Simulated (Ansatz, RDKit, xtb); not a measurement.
**C5H8Si: ranking a sample of isomers**

Which of a sample of isomers of C5H8Si is the most stable in the gas at 298.15 K, and what are its properties? The sample is small against all isomers, and the most stable one of this formula need not be in it.

The funnel: GFN2-xTB relaxations, single points with a density functional, relaxations at PBE-D3(BJ)/def2-SVP, harmonic vibrations (at GFN2-xTB), and a last energy at a higher level. All values are calculated.

## Step 1: Candidates

Isomers were taken from a list of plausible structures; this is a sample, not all of them. That gives 3 candidates.

```
label           SMILES     spin
 c552  [SiH3]C1=CCC=C1  singlet
 c630  [SiH3]C1=CC=CC1  singlet
 c784  [SiH3]C1C=CC=C1  singlet
```

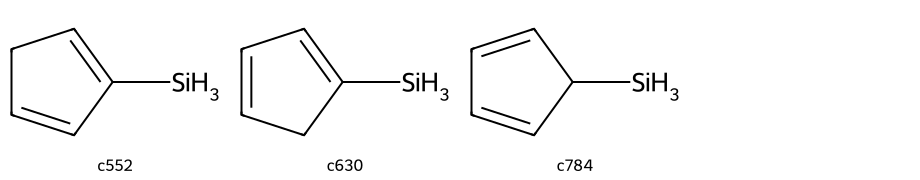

Structural formulas of the candidates.

Candidates are built by distance geometry, with a force field where one applies, in up to four conformers (letters a to d).

## Step 2: First filter: tight binding

All 3 starts are relaxed the same way. One of them, c784a (taken from a list of positional isomers, embedded by distance geometry and MMFF94), in full:

start.xyz

```xyz
14
c784a
C      0.627351    -1.580179     0.429615
C      0.979345    -1.106546     1.839913
C      1.464192    -2.181475     2.526923
C      1.478617    -3.326293     1.704136
C      0.994436    -3.000261     0.487649
Si    -1.170694    -1.246172    -0.063100
H     -2.105358    -1.904137     0.843373
H     -1.452775     0.157228    -0.042022
H     -1.414488    -1.751339    -1.433106
H      1.268223    -1.076127    -0.310118
H      0.884553    -0.126294     2.254622
H      1.858620    -2.123024     3.551357
H      1.904323    -4.315667     2.019372
H      0.916414    -3.721497    -0.339381
```

On the command line:

```sh
$ xtb start.xyz --gfn 2 --opt
```

The log of the run, shortened:

```text
* xtb version 6.7.1
[...]
          :  # basis functions                  38          :
[...]
          :  # electrons                        32          :
[...]
          :  Hamiltonian                  GFN2-xTB          :
[...]
          :  net charge                          0          :
          :  unpaired electrons                  0          :
[...]
   *** convergence criteria satisfied after 13 iterations ***
[...]
   *** GEOMETRY OPTIMIZATION CONVERGED AFTER 11 ITERATIONS ***
[...]
   *** convergence criteria satisfied after 3 iterations ***
[...]
         ::                     SUMMARY                     ::
         :::::::::::::::::::::::::::::::::::::::::::::::::::::
         :: total energy             -16.469946481554 Eh    ::
         :: gradient norm              0.000704774210 Eh/a0 ::
         :: HOMO-LUMO gap              3.756177664451 eV    ::
         ::.................................................::
         :: SCC energy               -16.751687221793 Eh    ::
         :: -> isotropic ES            0.015950967333 Eh    ::
         :: -> anisotropic ES          0.005238101345 Eh    ::
         :: -> anisotropic XC          0.010057917244 Eh    ::
         :: -> dispersion             -0.010592298558 Eh    ::
         :: repulsion energy           0.281740740239 Eh    ::
         :: add. restraining           0.000000000000 Eh    ::
         :: total charge              -0.000000000000 e     ::
         :::::::::::::::::::::::::::::::::::::::::::::::::::::
[...]
        16        2.0000           -0.3635475              -9.8926 (HOMO)
        17                         -0.2255105              -6.1365 (LUMO)
[...]
     #   Z          covCN         q      C6AA      α(0)
     1   6 C        3.858    -0.104    22.433     6.736
     2   6 C        3.058    -0.057    29.350     8.884
     3   6 C        3.017    -0.047    29.155     8.857
     4   6 C        3.016    -0.047    29.157     8.857
     5   6 C        3.058    -0.057    29.351     8.885
     6  14 Si       3.725     0.471    97.768    18.930
     7   1 H        0.919    -0.081     4.947     3.479
     8   1 H        0.918    -0.086     5.109     3.535
     9   1 H        0.918    -0.086     5.107     3.535
    10   1 H        0.925     0.035     2.519     2.482
    11   1 H        0.926     0.012     2.850     2.640
    12   1 H        0.926     0.017     2.773     2.604
    13   1 H        0.926     0.017     2.773     2.604
    14   1 H        0.926     0.013     2.850     2.640
[...]
     #   Z sym  total        # sym  WBO       # sym  WBO       # sym  WBO
 ---------------------------------------------------------------------------
     1   6 C    3.991 --     2 C    1.083     5 C    1.083    10 H    0.947
                             6 Si   0.742
     2   6 C    3.986 --     3 C    1.725     1 C    1.083    11 H    0.976
                             5 C    0.123
     3   6 C    3.989 --     2 C    1.725     4 C    1.193    12 H    0.972
     4   6 C    3.989 --     5 C    1.725     3 C    1.193    13 H    0.972
     5   6 C    3.986 --     4 C    1.725     1 C    1.083    14 H    0.976
                             2 C    0.123
     6  14 Si   3.586 --     7 H    0.899     9 H    0.893     8 H    0.893
                             1 C    0.742
     7   1 H    0.993 --     6 Si   0.899
     8   1 H    0.992 --     6 Si   0.893
     9   1 H    0.992 --     6 Si   0.893
[...]
molecular dipole:
                 x           y           z       tot (Debye)
 q only:       -0.624       0.280      -0.409
   full:       -0.298       0.205      -0.296       1.189
molecular quadrupole (traceless):
[...]
          | TOTAL ENERGY              -16.469946481554 Eh   |
          | GRADIENT NORM               0.000704774210 Eh/α |
          | HOMO-LUMO GAP               3.756177664451 eV   |
           -------------------------------------------------
[...]
```

Run time: 0.3 s. Hardware: 2 threads of AMD EPYC (Zen 3), shared host.

## Step 3: What the search left

3 of the 3 relaxations converged. 3 distinct structures remain:

```
label  start     SMILES after     spin  energy (kcal/mol)
c784a  drawn  [SiH3]C1C=CC=C1  singlet                0.0
c630a  drawn  [SiH3]C1=CC=CC1  singlet                1.5
c552a  drawn  [SiH3]C1=CCC=C1  singlet                2.8
```

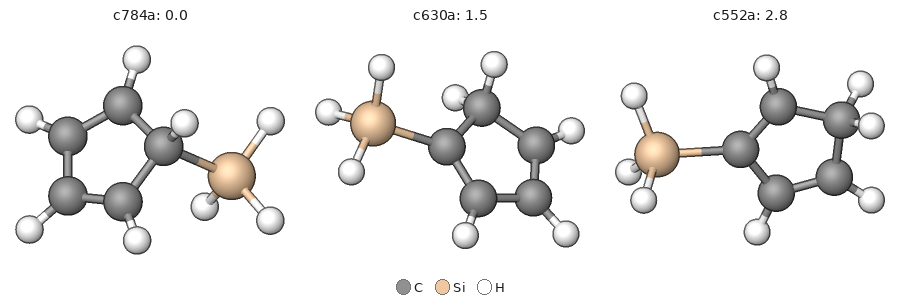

The 3 lowest minima that did not fall apart, with their GFN2-xTB energies in kcal/mol.

## Step 4: Second filter: single points

A choice of the minima (the low ones first, few conformers of a pattern, up to a cap) and the lowest that fell apart get a single point at r2SCAN-D4/def2-SVP on the tight-binding geometry, and one at HF/STO-3G for comparison. The lowest singlets are also tried as triplets at the same geometry (label ending in t). The first, c784a:

input.yaml

```yaml
crystal:
  periodic: [false, false, false]
  atoms:
    - {symbol: C, position_ang: [0.790543, -1.517289, 0.363601]}
    - {symbol: C, position_ang: [1.043317, -1.078910, 1.750236]}
    - {symbol: C, position_ang: [1.325143, -2.154946, 2.510453]}
    - {symbol: C, position_ang: [1.343794, -3.324397, 1.679288]}
    - {symbol: C, position_ang: [1.075979, -2.964981, 0.408193]}
    - {symbol: Si, position_ang: [-1.098847, -1.330657, 0.050874]}
    - {symbol: H, position_ang: [-1.823372, -2.067207, 1.082033]}
    - {symbol: H, position_ang: [-1.431170, 0.095407, 0.092735]}
    - {symbol: H, position_ang: [-1.396880, -1.861784, -1.281221]}
    - {symbol: H, position_ang: [1.316316, -0.959090, -0.407545]}
    - {symbol: H, position_ang: [0.975964, -0.055165, 2.071031]}
    - {symbol: H, position_ang: [1.520572, -2.160597, 3.568486]}
    - {symbol: H, position_ang: [1.554414, -4.317526, 2.035768]}
    - {symbol: H, position_ang: [1.036985, -3.604642, -0.454698]}
basis:
  gaussian: {orbitals: def2-SVP}
magnetization: {spin_polarized: false}
hamiltonian: {xc: r2scan, dispersion: d4}
output: {orbitals: {seedname: orbitals}}
scf: {lower_state_search: off}
```

On the command line:

```sh
$ ansatz run input.yaml --threads 2 --pin off --max-ram 5220MiB --events-out events.jsonl --progress --plain --runs-dir runs
```

The log of the run, shortened:

```text
Warning: RAYON_NUM_THREADS=2 ignored (pool sized by the plan → 2); use --threads N
Functional definition: r2SCAN
  name "r2SCAN"
[...]
1450 factors; their error is unknown
[...]
mean field -13181.62167909 eV, -484.4156618826 hartree, gradient 5.8e-6 eV, S^2 0.000000; 0 other end points of the search recorded, 0 dependent functions left out
reference -13181.62169045 eV, -484.4156622998 hartree; 26, 26 occupied and 102, 102 virtual orbitals, 1450 factors
Total energy: -13181.71528716 eV, -484.4191019156 hartree
Checks for a lower state left out: stability, starts, cluster_reference, orbital_swaps, neighbouring_geometries, increment
```

Run time: 6.3 s. Hardware: 2 threads of AMD EPYC (Zen 3), shared host.

Relative energies in kcal/mol, each column from its lowest structure that stays in one piece:

```
 label           SMILES     spin  GFN2-xTB  HF/STO-3G  r2SCAN-D4/def2-SVP
 c784a  [SiH3]C1C=CC=C1  singlet       0.0        3.0                 0.0
 c630a  [SiH3]C1=CC=CC1  singlet       1.5        0.0                 1.4
 c552a  [SiH3]C1=CCC=C1  singlet       2.8        0.0                 3.0
c630at  [SiH3]C1=CC=CC1  triplet         –          –                68.3
c552at  [SiH3]C1=CCC=C1  triplet         –          –                71.2
c784at  [SiH3]C1C=CC=C1  triplet         –          –                74.3
```

## Step 5: Third filter: density-functional geometries

3 candidates are relaxed at PBE-D3(BJ)/def2-SVP (chosen among the lowest in one piece). The first, c784a:

input.yaml, as its differences from that of step 4:

```diff
@@ -18,6 +18,10 @@
 basis:
-  gaussian: {orbitals: def2-SVP}
-magnetization: {spin_polarized: false}
-hamiltonian: {xc: r2scan, dispersion: d4}
-output: {orbitals: {seedname: orbitals}}
-scf: {lower_state_search: off}
+  gaussian:
+    orbitals: def2-SVP
+hamiltonian:
+  xc: {name: PBE}
+  dispersion: d3bj
+scf:
+  lower_state_search: "off"
+relax:
+  f_tol: 0.006
```

On the command line:

```sh
$ ansatz run input.yaml --threads 2 --pin off --max-ram 5220MiB --events-out events.jsonl --progress --plain --runs-dir runs
```

The log of the run, shortened:

```text
Warning: RAYON_NUM_THREADS=2 ignored (pool sized by the plan → 2); use --threads N
[...]
Functional definition: PBE
  name "PBE"
[...]
1450 factors; their error is unknown
[...]
mean field -13174.26858852 eV, -484.1454407883 hartree, gradient 2.4e-6 eV, S^2 0.000000; 0 other end points of the search recorded, 0 dependent functions left out
[...]
reference -13174.26862562 eV, -484.1454421516 hartree; 26, 26 occupied and 102, 102 virtual orbitals, 1450 factors
relax step   1: F+E_penalty+E_count = -13174.64161159 eV  Δ(F+E_penalty+E_count) = +0.000e0 eV  max|allowed force component| = 8.495e-1 eV/Å  Δτ_max = 0.0000 Å  (20 SCF iters, accepted)
[...]
relax step   3: F+E_penalty+E_count = -13174.80049331 eV  Δ(F+E_penalty+E_count) = -1.136e-2 eV  max|allowed force component| = 1.786e-1 eV/Å  Δτ_max = 0.0371 Å  (20 SCF iters, accepted)
[...]
Atom 5 at    -1.069538    -1.335013     0.058549 Å, force     0.000852     0.001244    -0.001715 eV/Å
Atom 6 at    -1.793445    -2.103378     1.123441 Å, force     0.000573     0.000183    -0.000322 eV/Å
Atom 7 at    -1.462961     0.118341     0.104571 Å, force    -0.000404     0.000175     0.000726 eV/Å
Atom 8 at    -1.428546    -1.866650    -1.304397 Å, force    -0.000481    -0.000783     0.000175 eV/Å
Atom 9 at     1.318468    -0.925352    -0.460579 Å, force    -0.000541     0.000318    -0.000242 eV/Å
Atom 10 at     0.978505    -0.009780     2.084725 Å, force    -0.000058     0.000398    -0.000439 eV/Å
Atom 11 at     1.483281    -2.151211     3.613620 Å, force     0.000217    -0.001115    -0.000159 eV/Å
Atom 12 at     1.521356    -4.362460     2.044291 Å, force     0.000250     0.000548     0.000905 eV/Å
Atom 13 at     1.040962    -3.637304    -0.489801 Å, force     0.000022     0.000227    -0.000674 eV/Å
Dipole moment:     0.030777     0.035856    -0.049773 e Å
Checks for a lower state left out: stability, starts, cluster_reference, orbital_swaps, neighbouring_geometries, increment
```

Run time: 43 s. Hardware: 2 threads of AMD EPYC (Zen 3), shared host.

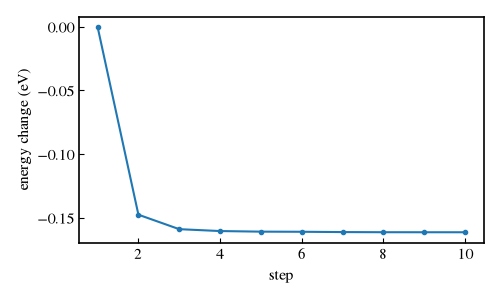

Energy along the run, all evaluated steps.

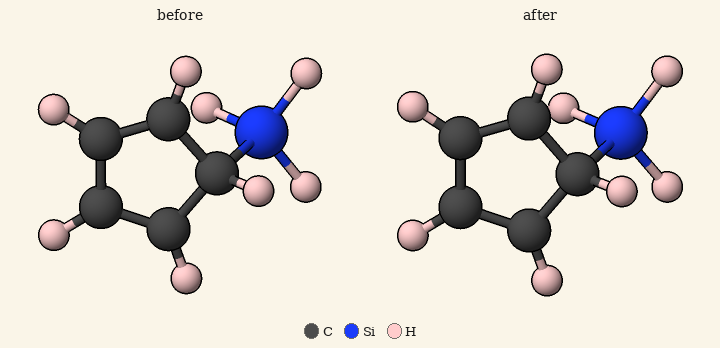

Before and after, at one scale.

After the run. Bond lengths: C1–C2 1.491 Å, C2–C3 1.373 Å, C3–C4 1.453 Å, C1–C5 1.491 Å, C4–C5 1.373 Å, C1–Si6 1.928 Å, Si6–H7 1.499 Å, Si6–H8 1.506 Å, Si6–H9 1.506 Å, C1–H10 1.111 Å, C2–H11 1.098 Å, C3–H12 1.099 Å, C4–H13 1.099 Å, C5–H14 1.098 Å. Some angles: C1–C2–C3 108.4°, C2–C1–C5 104.5°, C2–C1–Si6 105.4°, C5–C1–Si6 105.4°, C2–C3–C4 109.2°, C3–C4–C5 109.2°, C1–C5–C4 108.4°, C1–C2–H11 124.4°, C3–C2–H11 127.1°, C2–C1–H10 117.1°.

## Step 6: After refinement

```
label     spin  r2SCAN-D4/def2-SVP (kcal/mol)  PBE-D3(BJ)/def2-SVP, relaxed (kcal/mol)  time
c784a  singlet                            0.0                                      0.0  43 s
c630a  singlet                            1.4                                      1.6  40 s
c552a  singlet                            3.0                                      3.0  75 s
```

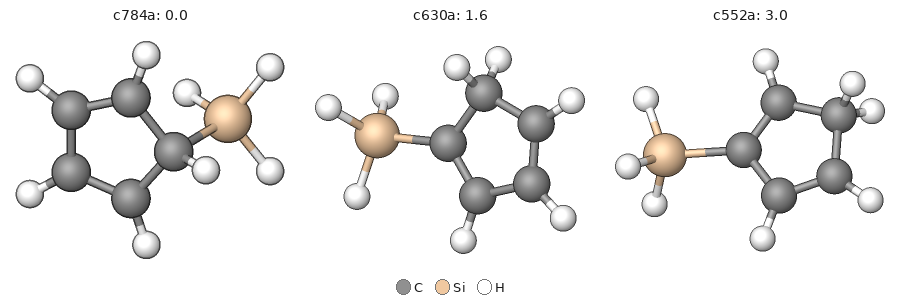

The relaxed structures, with energies at PBE-D3(BJ)/def2-SVP in kcal/mol.

(Part 1 of 2 ends here.)
